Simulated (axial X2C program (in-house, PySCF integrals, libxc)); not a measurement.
**SnF⁺: properties at the nuclei**

Wanted for SnF⁺: properties at the nuclei, at the two-component level.

Method: two-component X2C with atomic mean-field terms, Sn dyall-acv3z, F dyall-av3z; program: an in-house X2C program for linear molecules on PySCF integrals.

All values are calculated.

### 1 Input

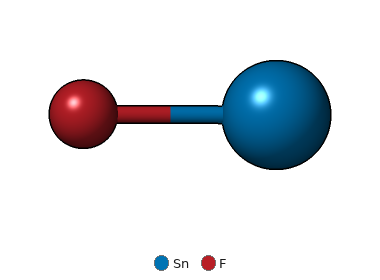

The two atoms at 2.040 Å (tin blue, fluorine red).

Input file task.json:

```json
{"zs": [50, 9], "q": 1, "bas": ["dyall-acv3z", "dyall-av3z"], "r0": 2.04, "levels": ["PBE0", "HF", "B3LYP"], "nst": 1, "ff": 1, "thr": -3.5, "nmax": 130, "opt": {"ecut": 60}}
```

Keys: zs atomic numbers; q charge; bas basis sets; r0 starting distance in Å; levels methods (HF also brings MP2); nst determinants followed; ff finite-field run; thr threshold in hartree for freezing inner shells (an s shell follows its p shell); nmax most natural virtual spinors; ecut virtual cutoff in hartree.

On the command line:

```sh
$ python soeom.py task.json out
```

The runs that follow: Expectation values, lowest determinant; Finite-field coupled cluster.

What does the calculation give? Wanted: lowest determinant; qzz Sn; qzz F (for each run or level that gives them).

The runs gave:

```
              quantity                 value
    lowest determinant  Ω = 0 (closed shell)
   qzz Sn (a.u.), PBE0                 -6.29
    qzz F (a.u.), PBE0                  0.76
qzz Sn (a.u.), CCSD(T)                 -6.07
 qzz F (a.u.), CCSD(T)                  0.69
```

What this shows: The expectation values come from single determinants, which for open shells can mix terms of unlike spin or miss the lowest Ω, so a determinant need not be a state. qzz is the electric field gradient, eQq0 = 234.96 MHz × Q/barn × qzz. The operators were transformed with the bare-nucleus X2C matrices. Correlation of the inner shells is missing, which matters for properties at the nucleus.
